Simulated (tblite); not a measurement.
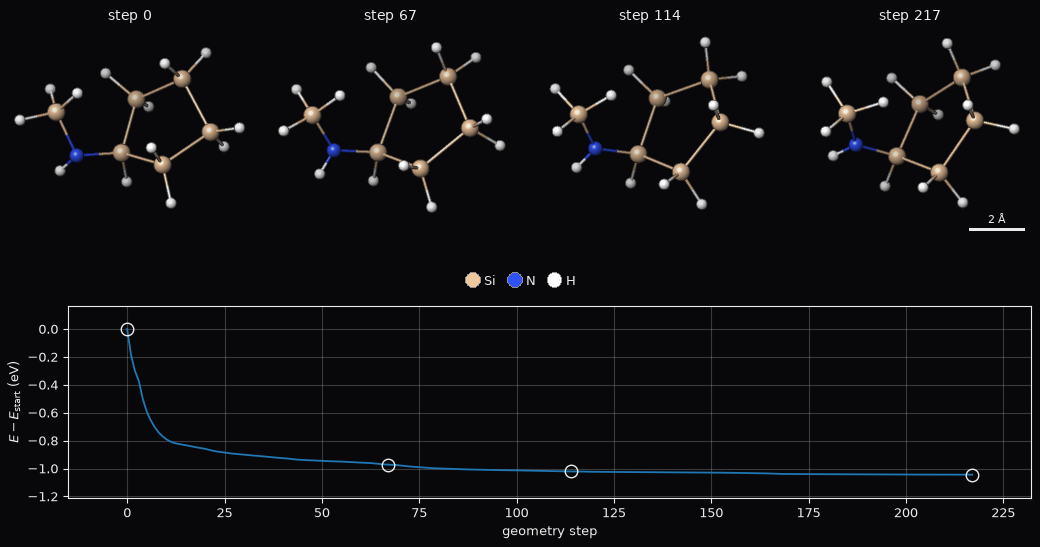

Frames of a relaxation of Si6NH13, marked on the history of the run. The picture is a ball-and-stick view, seen at a tilt.

All numbers below come from GFN2-xTB geometry optimisation, gas phase (tblite). 

Q: What happens along the run?

A: After 217 geometry steps the energy has fallen by 1.044 eV. The largest move after the best rigid fit is that of an H atom, 2.33 Å. By element the largest moves are H 2.33 Å, Si 1.05 Å, N 0.47 Å. Among the contacts that change: Si–Si 2.212 → 2.342 Å, Si–Si 2.245 → 2.337 Å, N–Si 1.794 → 1.721 Å, H–Si 1.444 → 1.473 Å. Bond angles that change, for instance: Si–N–Si 114.1° → 130.4°, H–Si–H 113.4° → 102.8°, Si–Si–H 105.6° → 115.6°. Groups turn about Si–Si by about 65°, Si–Si by about 60°, Si–Si by about 55°. Cost: 5 s on 1 thread of Arm Neoverse N1, with other jobs on the host. From step 0 to 67: an H atom moves most (1.10 Å), energy −0.972 eV. From step 67 to 114: an H atom moves most (1.33 Å), energy −0.049 eV. From step 114 to 217: an H atom moves most (0.80 Å), energy −0.023 eV.
